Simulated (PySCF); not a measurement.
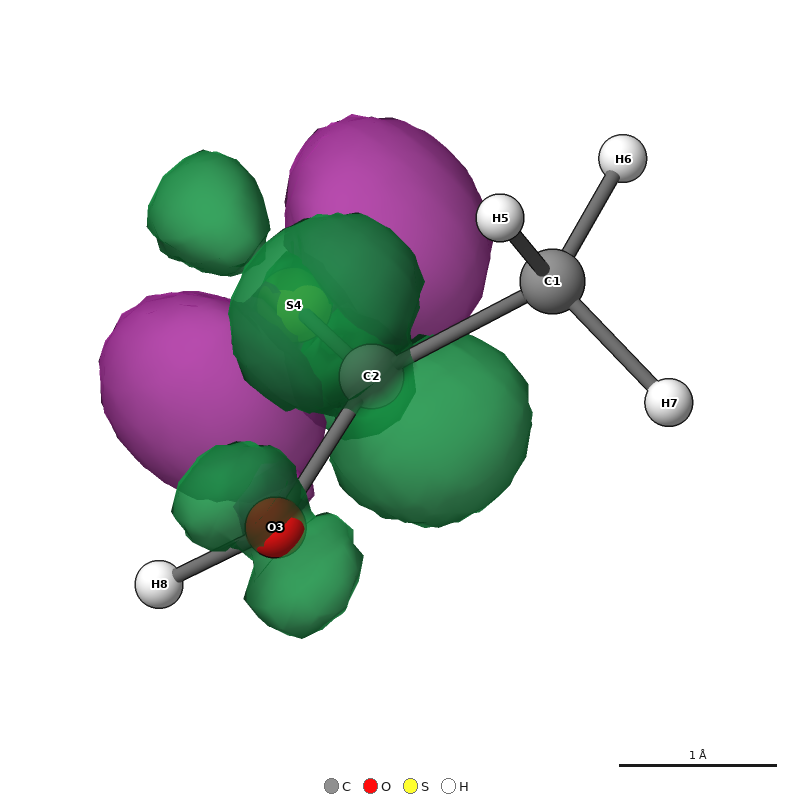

Figure 1: C2H4OS, SMILES `CC(O)=S`. Unrelaxed difference density of S₁ less the ground state (TDA singlet states), ±0.06 e/Å³; green: gain, purple: loss.

Method: B3LYP/def2-SVP; geometry: GFN2-xTB; program: PySCF. No frequency check shows the geometry to be a minimum. GFN2-xTB bond lengths at metals and heavier atoms can be off by up to 0.1 Å and shapes distorted, which carries into these values. Without diffuse functions Rydberg states are missing, so the states' numbers hold for this basis only.

Coordinates in Å:

```
C1       1.3379    0.9790    0.0008
C2       0.2928   -0.0814    0.0002
O3       0.7816   -1.3174    0.0001
S4      -1.3077    0.2145   -0.0001
H5       1.9788    0.8590    0.8705
H6       0.8777    1.9615    0.0120
H7       1.9649    0.8740   -0.8872
H8       0.0656   -1.9724   -0.0001
```

Question: How does the charge move on excitation?

Answer: 0.78 e is displaced in all, of which about 0.5 e passes between atoms: S4 (0.47 e) loses electrons and C2 (0.33 e) and O3 (0.08 e) gain them. The state: 3.44 eV (360 nm), f = 0.000 (very weak), n → π*; the leading pair carries 100 %; hole on S4 (83 %) and C2 (6 %), electron on C2 (39 %), S4 (36 %) and O3 (12 %); their centroids lie 1.0 Å apart.
